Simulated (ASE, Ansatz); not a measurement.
## H11C3IN2 (P2_1/c) (68 atoms): a reference run and its variants

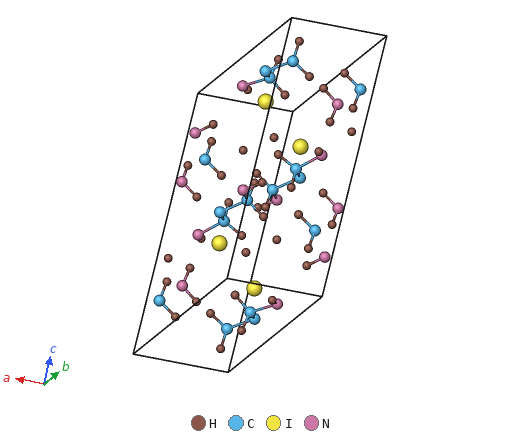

The cell (hydrogen brown, carbon blue, iodine yellow, nitrogen pink). Bonds to atoms that aren't drawn are left out. Some periodic images of atoms are drawn too.

The cell holds 68 atoms: 44 H, 12 C, 4 I and 8 N. Cell: a = 5.015 Å, b = 10.147 Å, c = 14.500 Å, α = 90.0°, β = 103.6°, γ = 90.0°. It derives from H11C3IN2 (P2_1/c), repeated 1×1×1. H11C3IN2, space group P2_1/c, structure from the Crystallography Open Database, 1 x 1 x 1 conventional cells; positions as listed; bonds to H set to neutron lengths (C-H 1.089, N-H 1.015, O-H 0.983, B-H 1.19 Å) where the listed ones are shorter.

Geometry: as built.

Reference run: Kohn-Sham DFT, PBE+D3(BJ), PAW (set soft_2, large core), plane waves (Ansatz 0.2.0), cutoff 750 eV, k-mesh 2×1×1, fermi-dirac smearing of 0.025 eV.

```
r.m.s. force component                           : 0.5381 eV/Å
gap (highest filled to lowest empty level) : 4.471 eV
SCF cycles                                       : 10
time                                             : 17 s on 4 threads of Arm Neoverse V1, shared host
```

**Question.** The same geometry is run again with each of these changes. How far do the results move, and how long does each run take?
- support functions medium
- support functions low
- support functions high
- support functions medium, radius 3.31 Å
- support functions medium, radius 3.58 Å
- support functions medium, radius 3.82 Å
- support functions medium, radius 4.09 Å
- support functions medium, radius 4.6 Å
- support functions medium, radius 5.12 Å

Differences are against the run with plane waves at 750 eV (Kohn-Sham DFT, PBE+D3(BJ), PAW (set soft_2, large core), plane waves), whose r.m.s. force component is 0.538 eV/Å. Energies are set beside the reference only for runs with its functional, potentials and electron count. Times are for 4 threads of Arm Neoverse V1, shared host.

```tsv
run	Δ force, r.m.s. (meV/Å)	share of r.m.s. force (%)	Δ energy (meV/atom)	Δ gap (eV)	cycles	time	host memory (GiB)
reference	-	-	-	-	10	17 s	2.8
support functions medium	0.916	0.170	-0.350	3.0e-4	13	54 s	1.3
support functions low	0.955	0.177	-0.350	4.0e-4	11	49 s	1.3
support functions high	0.652	0.121	-0.373	0	14	2.9 min	3.3
support functions medium, radius 3.31 Å	1.24	0.230	-0.350	6.0e-4	11	46 s	1.2
support functions medium, radius 3.58 Å	0.815	0.151	-0.350	2.0e-4	11	52 s	1.4
support functions medium, radius 3.82 Å	0.775	0.144	-0.350	1.0e-4	11	57 s	1.5
support functions medium, radius 4.09 Å	0.641	0.119	-0.350	1.0e-4	11	69 s	1.7
support functions medium, radius 4.6 Å	0.628	0.117	-0.350	0	11	95 s	2.2
support functions medium, radius 5.12 Å	0.686	0.127	-0.350	-4.0e-4	11	2.3 min	2.7
```

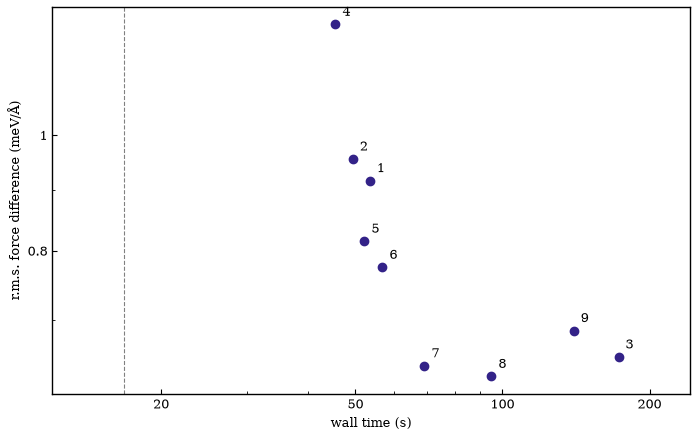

Force difference from the reference against wall time; the dashed line marks the reference's time. Points: 1 support functions medium; 2 support functions low; 3 support functions high; 4 support functions medium, radius 3.31 Å; 5 support functions medium, radius 3.58 Å; 6 support functions medium, radius 3.82 Å; 7 support functions medium, radius 4.09 Å; 8 support functions medium, radius 4.6 Å; 9 support functions medium, radius 5.12 Å.

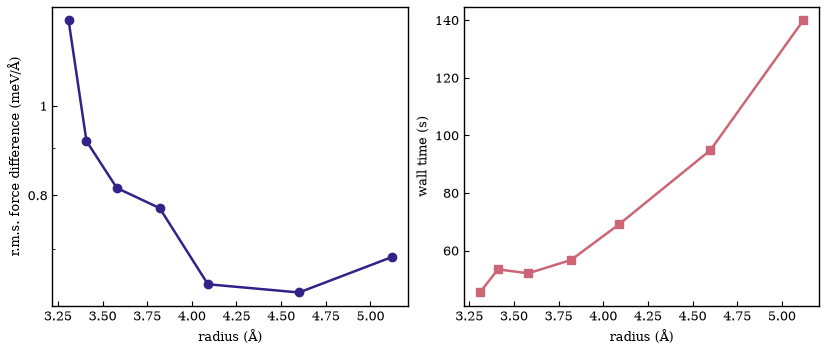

Force difference and time against the radius.

Among numerical settings the force difference runs from 0.63 meV/Å (support functions medium, radius 4.6 Å) to 1.2 meV/Å (support functions medium, radius 3.31 Å). At 68 atoms the fastest of the runs at a preset level, support functions low, takes 2.9 times the time of plane waves, in 11 SCF cycles against 10. Differences between support functions and plane waves include what basis error the plane-wave run still has. As the radius goes from 3.31 to 5.12 Å, the force difference goes from 1.2 to 0.69 meV/Å (not steadily; the least is 0.63 at 4.6 Å), while the time lies between 46 s and 2.3 min. The cell is under 6 Å thick along one periodic direction, so every atom has periodic images of itself close by, which move with it and show among its neighbours and in g(r).

[Logs are printed without paths, hosts, clocks, repeated set-up lines and the standing remarks that a program may print on its own settings, such as how far it seeks lower states.]

[Hosts, paths, dates, database ids (printed as entryN), source tags and the programs' standing remarks are cut or masked in the printed files.]
